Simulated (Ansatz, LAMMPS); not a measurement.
# Amorphous 93SiO2-7B2O3 (mol %) (88 atoms), relaxed: mesh and functional compared

Which bonds does the relaxation leave, and how do the Kohn-Sham gap, forces and pressure change with k-mesh and functional?

Calculated with Ansatz 0.2.0: Kohn-Sham DFT, PBE, PAW (set soft_2), plane waves; cutoff 420 eV, Γ point, fermi-dirac smearing of 0.025 eV.

**The cell**

Density at the start: 2.16 g/cm³. The cell holds 88 atoms: 26 Si, 4 B and 58 O. Its edges and angles: a = 10.929 Å, b = 10.929 Å, c = 10.929 Å, α = 90.0°, β = 90.0°, γ = 90.0°. 88 atoms (26 Si, 4 B, 58 O) placed at random at 2.16 g/cm³, melted at 4000 K for 10 ps at fixed volume with the Buckingham and Coulomb pair potential of Guillot and Sator (Geochim. Cosmochim. Acta 71, 1249 (2007)) with the boron terms of Wang et al. (J. Non-Cryst. Solids 498, 294 (2018)). Quenched from 4000 K to 300 K at 100 K/ps and fixed volume, held 5 ps, then minimised at fixed cell.

Cell and atoms were relaxed with PBE. The walk converged after 16 steps by the program's count, with a largest force component of 0.0152 eV/Å; it began at an r.m.s. force component of 0.67 eV/Å. The edges went from 10.929, 10.929, 10.929 to 11.123, 10.946, 10.687 Å, and the volume from 14.834 to 14.759 Å³ an atom (-0.5 %).

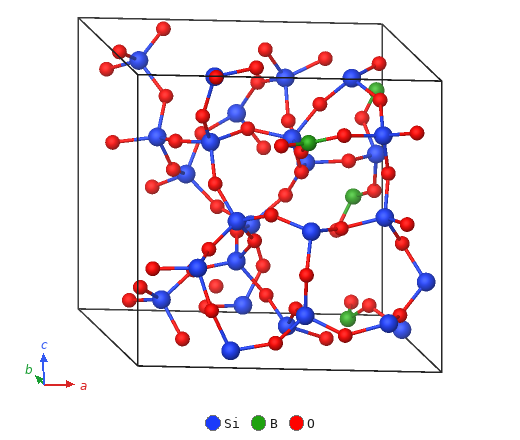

The relaxed cell. Bonds to atoms that aren't drawn are left out. Some periodic images of atoms are drawn too.

The input of the reference single point:

```yaml
crystal:
  lattice:
    - [11.11789, -0.15122, -0.29577]
    - [-0.15122, 10.94503, 0.01089]
    - [-0.29577, 0.01089, 10.68299]
  atoms:
    - { symbol: Si, position: [0.1953, 0.66847, 0.65953] }
    - { symbol: Si, position: [0.55742, 0.33793, 0.08329] }
    - { symbol: Si, position: [0.41466, 0.46292, 0.27837] }
    - { symbol: Si, position: [0.15814, 0.41186, 0.15038] }
    [... 82 atom lines left out ...]
    - { symbol: O, position: [0.55692, 0.73965, 0.21092] }
    - { symbol: O, position: [0.45291, 0.35095, 0.37064] }
kpoints:
  mp_grid: { grid: [1, 1, 1] }
hamiltonian:
  xc: pbe
scf:
  occupations: { method: fermi_dirac, width: 0.025 }
output:
  forces: true
  stress: true
  populations: true
  dos:
    method: { smearing: { sigma: 0.08 } }
    de: 0.05
    projected: { site_lists: { B: [B], O: [O], Si: [Si] } }
  eigenvalues: true
  write_density: true
  write_potential: true
  volumetric_format: npy
```

**Bonds after relaxation**

Bonds by pair of elements; cutoffs follow the first minimum of g(r), held within bounds set by covalent radii, and pairs that aren't listed don't count as bonded:

| pair A-B | cutoff (Å) | bonds | mean length (Å) | spread (Å) | shortest (Å) | B about A | A about B |
| --- | --- | --- | --- | --- | --- | --- | --- |
| O-Si | 2.08 | 103 | 1.63 | 0.016 | 1.53 | 1.78 | 3.96 |
| O-B | 1.77 | 12 | 1.38 | 0.006 | 1.36 | 0.207 | 3 |

How many atoms have how many bonded neighbours:

| element | mean | 1 | 2 | 3 | 4 |
| --- | --- | --- | --- | --- | --- |
| B | 3 | 0 | 0 | 4 | 0 |
| O | 1.98 | 1 | 57 | 0 | 0 |
| Si | 3.96 | 0 | 0 | 1 | 25 |

**Levels of theory**

Single points at the relaxed geometry:

```
functional  k-mesh  Kohn-Sham gap (eV)  pressure (GPa)  r.m.s. force component (eV/Å)  SCF cycles     time
       PBE   1×1×1               4.477            0.00                          0.004           8    9.7 s
       PBE   2×2×2               4.477            0.00                          0.005           8     74 s
     HSE06   1×1×1               6.207           -4.52                          0.192          16  2.3 min
    r2SCAN   1×1×1               5.097           -4.39                          0.158           9     34 s
    PBEsol   1×1×1               4.433           -2.28                          0.059           9    9.5 s
```

The gap is that between the highest filled and lowest empty Kohn-Sham level on the run's k-points. Cutoffs: 420 eV for PBE, HSE06 and PBEsol; 500 eV for r2SCAN. Times come from shared hosts and are rough.

**Findings**

By these cutoffs 100 % of B atoms have 3, 98 % of O atoms have 2 and 96 % of Si atoms have 4 neighbours. The Kohn-Sham gap is 4.48 eV with PBE on the 1×1×1 mesh and 4.48 eV on 2×2×2. On the 1×1×1 mesh HSE06 changes the gap by +1.73 eV against PBE. Carrying that shift over to the 2×2×2 mesh gives 4.48 + 1.73 = 6.21 eV, an estimate that takes the shift to be alike at all k-points. On the reference's mesh the gap changes with r2SCAN by +0.62 eV and PBEsol by -0.04 eV. Against the reference the pressure changes with HSE06 by -4.5 GPa, r2SCAN by -4.4 GPa and PBEsol by -2.3 GPa; a negative change means a smaller volume than PBE would take. The denser mesh moves the energy by -0.4 meV/atom and the pressure by +0.00 GPa.

Limits: All single points share the geometry relaxed with PBE. One sample; tail or defect levels can set the gap of a disordered cell. The quench rate of 100 K/ps is many orders above laboratory rates, so the cell is likely richer in defects and strain than a real sample. The network of bonds at the start is that of the classical potential that made the cell, and needn't be the one that DFT or experiment would give. In some runs the program notes that the exchange-correlation potential is rough where the density is thin, it cut back its work space to fit the memory limit, the exchange threshold is loose for the stress and the SCF threshold is loose for the stress.

[Logs are printed without paths, hosts, clocks, repeated set-up lines and the standing remarks that a program may print on its own settings, such as how far it seeks lower states.]

[Hosts, paths, dates, database ids (printed as entryN), source tags and the programs' standing remarks are cut or masked in the printed files.]
